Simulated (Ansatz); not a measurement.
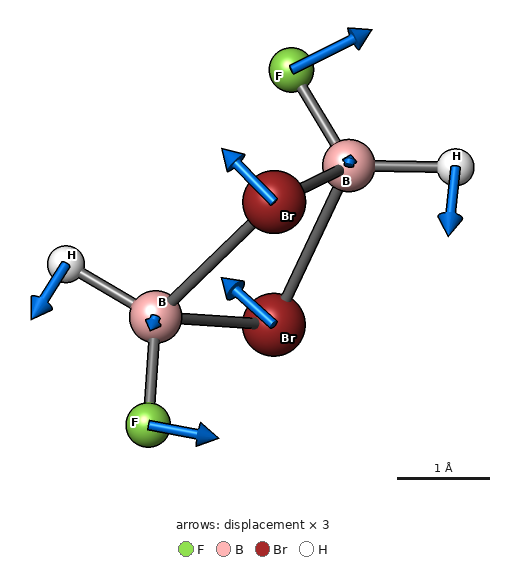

This is a relaxation of B2H2Br2F2. The starting structure is drawn; blue arrows show the displacements, magnified 3 times. The two geometries are superimposed by the best rigid fit.

The picture is a ball-and-stick view, seen from a free direction.

The start comes from GFN2-xTB.

Theory: Ansatz 0.2.0, RKS PBE0-D4/def2-TZVP.

Input
```yaml
crystal:
  periodic: [false, false, false]
  atoms:
    - {symbol: F, position_ang: [0.884620, -1.038240, 1.643330]}
    - {symbol: B, position_ang: [1.101360, 0.021470, 0.885110]}
    - {symbol: Br, position_ang: [0.948400, -0.584120, -1.146140]}
    - {symbol: B, position_ang: [-1.087690, -0.025760, -0.869030]}
    - {symbol: F, position_ang: [-1.487640, 0.733260, -1.866850]}
    - {symbol: Br, position_ang: [-0.682460, 1.173220, 0.842160]}
    - {symbol: H, position_ang: [2.047960, 0.682000, 1.076330]}
    - {symbol: H, position_ang: [-1.724550, -0.961830, -0.564920]}
basis:
  gaussian: {orbitals: def2-TZVP}
hamiltonian: {xc: pbe0, dispersion: d4}
relax: {f_tol: 0.005, max_steps: 150}
```

Launched with:
```bash
ansatz run in.yaml --threads 4 --pin off --events-out ev --progress --plain --max-ram 11315MiB
```

What did the optimiser do to the structure, and how much energy did it gain?

Answer. The atom that moves furthest after the best rigid fit is F1 (0.34 Å). By element the largest moves are F 0.34 Å, Br 0.29 Å, H 0.29 Å, B 0.06 Å. Some distances before and after: B2–Br6 2.124 → 2.149 Å, B2–Br3 2.125 → 2.149 Å, B2–H7 1.170 → 1.188 Å, B4–F5 1.316 → 1.324 Å. Among the angles between lasting bonds that change: Br3–B2–H7 112.0° → 108.2°, F1–B2–H7 119.5° → 122.0°, B2–Br6–B4 82.6° → 84.8°. Over 15 geometry steps the energy falls by 1.20 kcal/mol. Largest force component: 0.44 eV/Å at the start, 0.0042 eV/Å at the end. The forces were under the threshold at step 7, but the run went on from there. The run took 34 s on 4 threads of AMD EPYC 9R45 96-Core (shared host).
